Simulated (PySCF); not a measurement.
C8H9F5O2 (SMILES C=C(C)CCOC(=O)C(F)(F)C(F)(F)F)

```xyz
24

C    -3.0342   -1.5004    0.1587
C    -2.7279   -0.1864    0.1502
C    -3.7558    0.8747    0.4470
C    -1.3470    0.3469   -0.1568
C    -0.2896   -0.6952   -0.4628
C     2.0235   -0.7360   -0.9649
C     3.2485    0.1882   -1.2075
C     3.6111    1.0562    0.0335
F     4.3170   -0.5793   -1.5072
F     2.9943    1.0236   -2.2528
F     4.8223    1.6108   -0.1202
F     2.7097    2.0314    0.2172
F     3.6287    0.2706    1.1315
O     0.9454    0.0177   -0.7185
O     2.0727   -1.9429   -1.0031
H    -4.0570   -1.8379    0.3874
H    -2.2959   -2.2875   -0.0566
H    -3.8659    1.5731   -0.4108
H    -3.4478    1.4961    1.3157
H    -4.7483    0.4379    0.6674
H    -0.9974    0.9721    0.6955
H    -1.4130    1.0509   -1.0168
H    -0.5411   -1.3027   -1.3568
H    -0.1272   -1.3981    0.3803
```

Geometry: PBE-D3(BJ)/def2-SVP.

Computed with Gaussian-basis quantum chemistry of an isolated molecule with PySCF, energy and nuclear gradient, functional PBE0 (PySCF).

What can the converged electron density and electron localisation function tell about the bonding?

C–O (1.21 Å): ρ is about 3.3 e/Å³ halfway; the ELF peaks at about 0.85 between the atoms; a multiple bond.
C–F (1.35 Å): the density is about 2.3 e/Å³ at the midpoint, with its minimum of 1.8 e/Å³ about 0.5 Å from C; the ELF peaks at about 0.85 between the atoms; a shared but strongly polarised pair.
C–C (1.35 Å): ρ at the midpoint is about 2.2 e/Å³; the ELF peaks at about 0.95 between the atoms: localised, covalent bonding.
C–H (1.10 Å): ρ is about 1.9 e/Å³ halfway; the ELF climbs to about 1 towards the hydrogen, as it does in any bond to H (a covalent bond by its length).

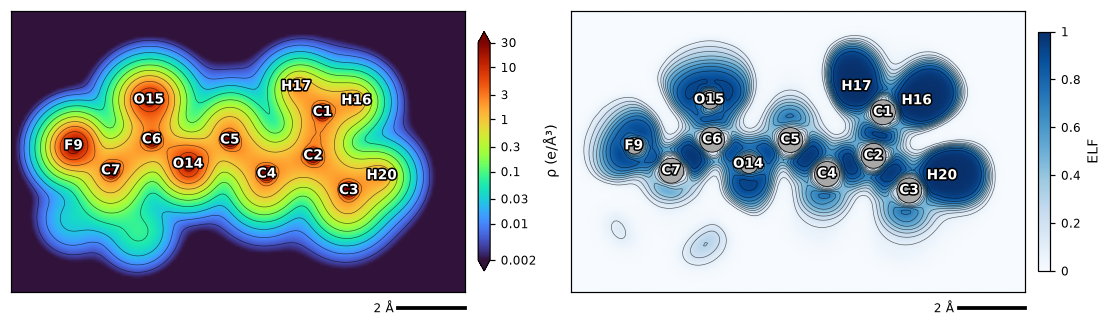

Computed electron density and electron localisation function on the plane of atoms H16, C1 and H17, in this order. Grey discs cover the atomic cores in the ELF map. 
